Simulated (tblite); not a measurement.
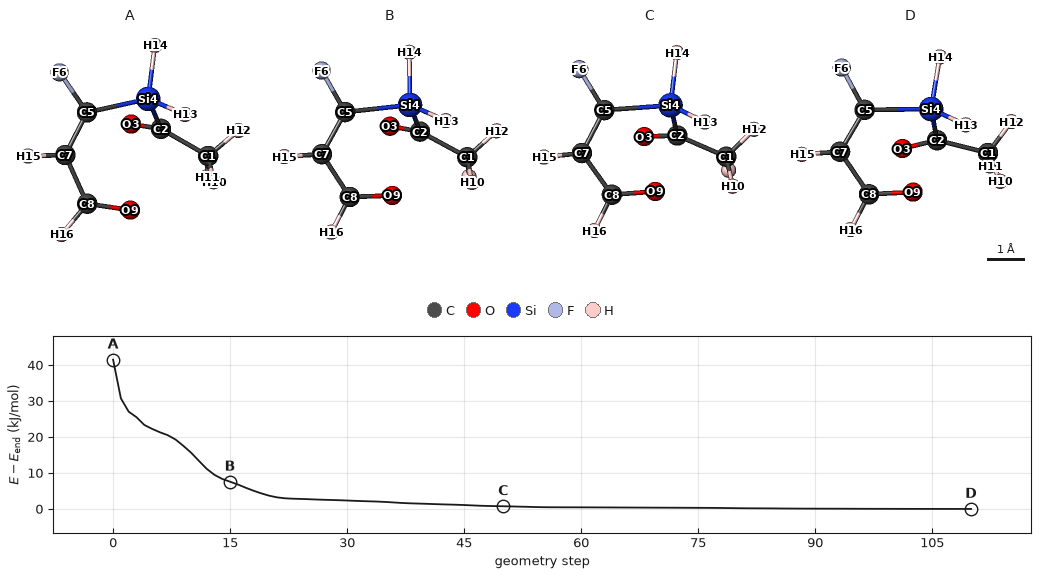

Frames of a relaxation of C5H7FO2Si, marked on the history of the run. Style: ball-and-stick. Shown at a tilt.

Method: GFN2-xTB geometry optimisation, gas phase (tblite 0.8.0). 

Question: What happens along the run?

Answer: The largest move after the best rigid fit is that of O3, 0.78 Å. By element the largest moves are O 0.78 Å, H 0.36 Å, C 0.36 Å, Si 0.35 Å, F 0.18 Å. Some distances before and after: Si4–O9 3.127 → 2.360 Å, Si4–C5 1.841 → 1.897 Å, C7–C8 1.487 → 1.431 Å, C2–Si4 1.894 → 1.940 Å. Bond angles that change, for instance: C5–C7–C8 126.2° → 114.2°, Si4–C5–C7 130.0° → 121.4°, C5–Si4–H13 109.1° → 116.8°. Groups turn about C2–Si4 by about 25°. Over 110 geometry steps the energy falls by 41.5 kJ/mol. From step 0 to 15: O9 moves most (0.42 Å), energy −33.9 kJ/mol. From step 15 to 50: O3 moves most (0.36 Å), energy −6.82 kJ/mol. From step 50 to 110: O3 moves most (0.36 Å), energy −0.75 kJ/mol.

```tsv
step	E − E(0), kJ/mol
0	0.00
1	-10.78
2	-14.47
3	-16.01
4	-18.16
5	-19.25
6	-20.20
7	-21.00
8	-22.21
9	-23.96
10	-25.88
15	-33.95
21	-38.29
26	-38.90
31	-39.26
36	-39.72
42	-40.23
47	-40.62
52	-40.87
57	-41.06
63	-41.10
68	-41.14
73	-41.19
78	-41.25
84	-41.36
89	-41.43
94	-41.46
99	-41.49
105	-41.51
110	-41.52
```
